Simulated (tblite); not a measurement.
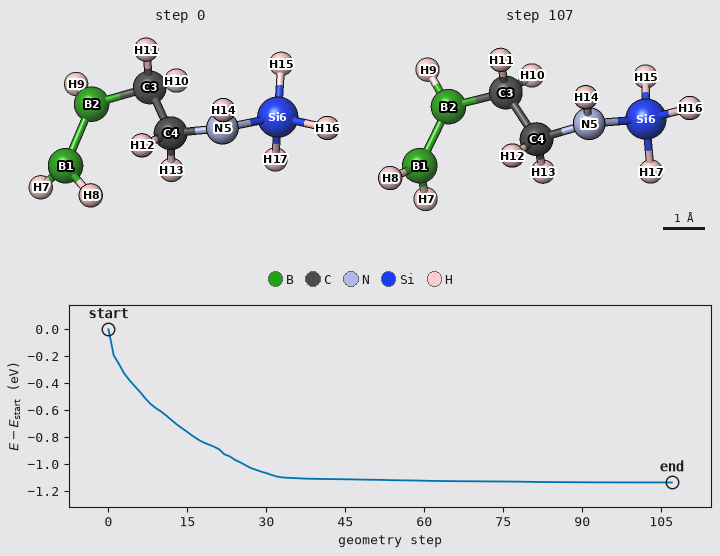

First and last geometry of a relaxation of C₂H₁₁B₂NSi, with the history of the run. The picture is a ball-and-stick view, seen at a tilt.

These are results of GFN2-xTB geometry optimisation, gas phase (tblite 0.8.0), not measurements. 

Q: What do the curves and the structures tell?

A: It converged. The energy falls by 1.135 eV in 107 geometry steps. H8 moves most after the best rigid fit: 1.56 Å. By element the largest moves are H 1.56 Å, B 0.29 Å, N 0.23 Å, Si 0.21 Å, C 0.21 Å. Near-neighbour distances that change, for instance: B1–B2 1.687 → 1.621 Å, C4–H13 1.145 → 1.092 Å, C3–C4 1.487 → 1.532 Å, C3–H11 1.131 → 1.096 Å. Among the angles between lasting bonds that change: B2–C3–C4 107.5° → 116.7°, H16–Si6–H17 105.9° → 113.7°, B2–B1–H7 116.6° → 122.9°. Cost: 1 s on 1 thread of Arm Neoverse N1, on a shared host.
